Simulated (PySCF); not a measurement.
C₈H₇ (doublet)

```xyz
15

C     2.7137   -0.4547    0.0865
C     1.6907    0.2232   -0.4193
C     0.2814    0.0577   -0.0897
C    -0.1699   -0.8889    0.8477
C    -1.5043   -0.9678    1.0872
C    -2.4622   -0.1996    0.4910
C    -2.0214    0.7405   -0.4390
C    -0.6738    0.8587   -0.7174
H     2.5961   -1.2290    0.8250
H     3.7244   -0.2564   -0.2263
H     1.8875    0.9902   -1.1594
H     0.5347   -1.5287    1.3557
H    -3.5124   -0.3026    0.7174
H    -2.7410    1.3740   -0.9382
H    -0.3481    1.5913   -1.4432
```

Geometry: GFN2-xTB.

Method: UKS B3LYP, pcH-1 on C H, non-relativistic, mean-field spin-orbit, GIAO in PySCF 2.14.0, density-fitted response routines.

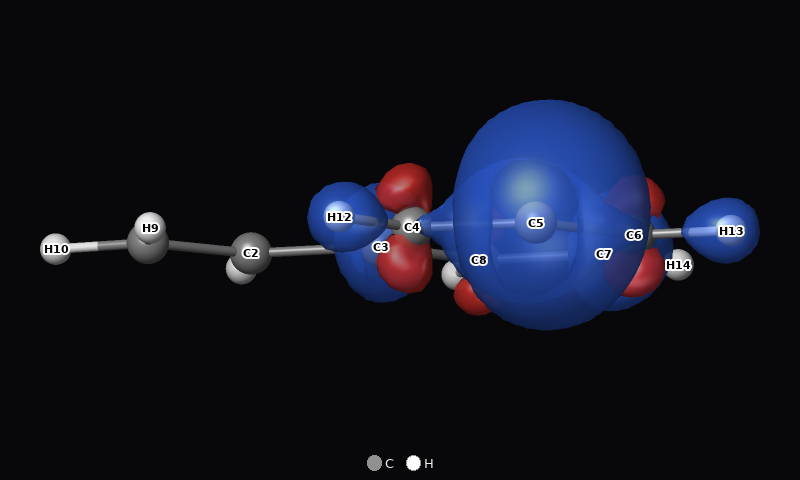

Figure 1. Isosurfaces of the spin density (α minus β) at +0.02 (blue) and −0.02 e/Å³ (red), seen from one side.

> Describe the spin distribution.

The unpaired spin (1 electron) lies mostly on C5 (about 0.8), in electrons by Hirshfeld's partition.

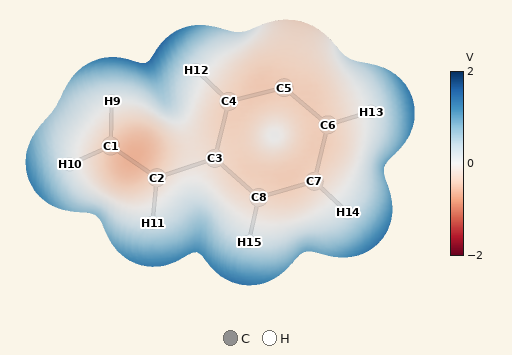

Figure 2. The molecular electrostatic potential painted on the density surface at 0.004 e/bohr³, seen across its widest extent; the colour scale runs from red (negative) to blue (positive).

> Which sites attract a positive test charge, and which a negative one?

A positive charge is drawn to the negative regions and a negative charge to the positive ones. The most negative region (about −0.7 V) lies over the π face of C1 and C2, the most positive (about +1.5 V) over H9 and H12.

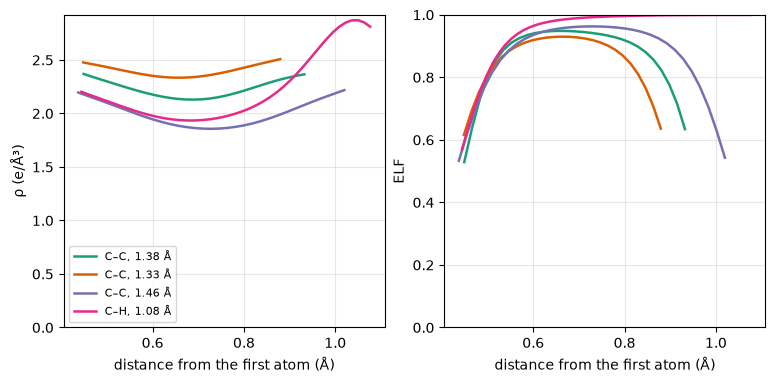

Figure 3. Electron density and electron localisation function along straight lines between neighbouring atoms. The curves leave out the atomic cores.

> What kind of bonding do the profiles show?

C–C (1.38 Å): ρ at the midpoint is about 2.1 e/Å³; the ELF peaks at about 0.95 between the atoms (localised, covalent bonding).
C–C (1.33 Å): ρ is about 2.3 e/Å³ halfway; the ELF peaks at about 0.95 between the atoms: a short, multiple covalent bond.
C–C (1.46 Å): the density is about 1.9 e/Å³ at the midpoint; the ELF peaks at about 0.95 between the atoms (a covalent bond).
C–H (1.08 Å): the density is about 2.1 e/Å³ at the midpoint; the ELF climbs to about 1 towards the hydrogen, as it does in any bond to H (a covalent bond by its length).
